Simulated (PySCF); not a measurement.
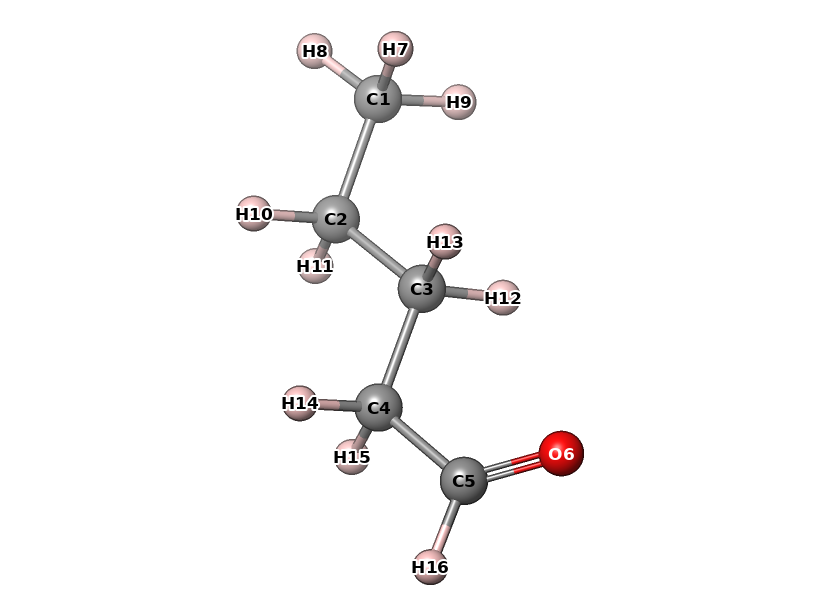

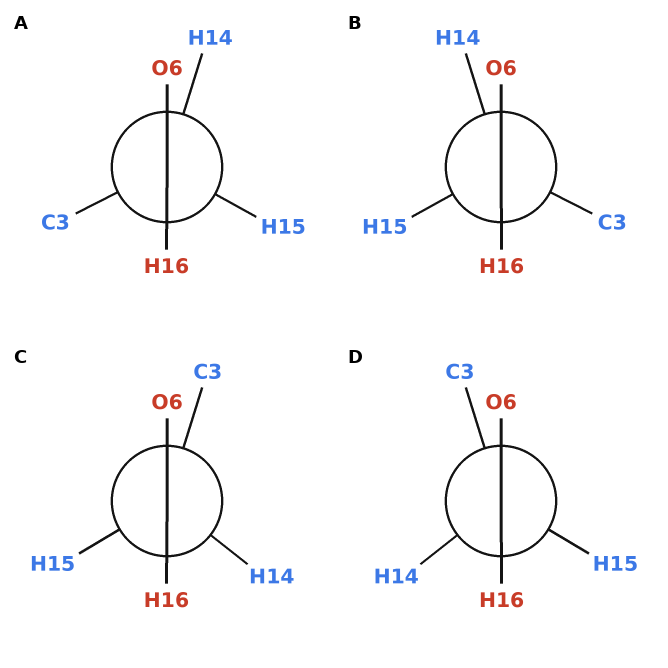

Distant atoms are faded towards the background colour. Bonds that would overlap in a projection are set slightly apart. The computed structure is the end point of a PBE0-D3(BJ)/def2-SVP optimisation. No frequency run is at hand to confirm it as a minimum.

Question: Which Newman projection shows the view along C5–C4, with C5 in front?

Answer: D. The torsion angle O6–C5–C4–C3 is −3°, synperiplanar (eclipsed).
